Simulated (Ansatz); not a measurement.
Formation energies in the Ca–F system, lowest calculated structure of each composition. All values below come from r2SCAN (plane waves to 500 eV, PAW, scalar-relativistic; Ansatz, a first-principles code). Element references, the lowest calculated here: Ca (Fm-3m), F (R-3m, a generated molecular cell); gases are represented by their molecular solids.

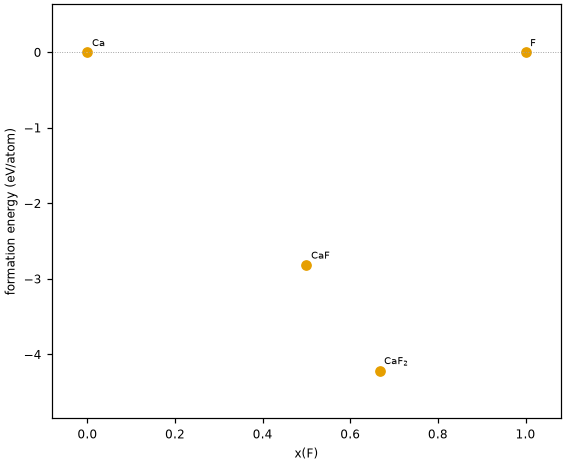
Fig. 1. Formation energy against composition

Question: Which compounds are stable against decomposition?

Answer: For CaF a lower structure may exist, so the energies are upper bounds and are not judged. On the hull: CaF2.

| phase | x(F) | space group | E_f (eV/atom) | above hull (eV/atom) |
|---|---|---|---|---|
| Ca | 0.000 | Fm-3m | 0.00 | 0.00 |
| CaF | 0.500 | F-43m | -2.81 | 0.35 |
| CaF2 | 0.667 | Fm-3m | -4.22 | 0.00 |
| F | 1.000 | R-3m | 0.00 | 0.00 |

This is the hull of the energies calculated here, no anion corrections; phases that were not calculated are missing from it. Values are rounded to 0.01 eV/atom. Not shown to be the ambient phase of their composition (a lower form may be missing, and a cell relaxed within its start's symmetry can be a saddle point): CaF (F-43m). Spin states reached: ferromagnetic, non-magnetic; non-magnetic ones ran without spin or lost their moments; spin orders were not searched systematically.
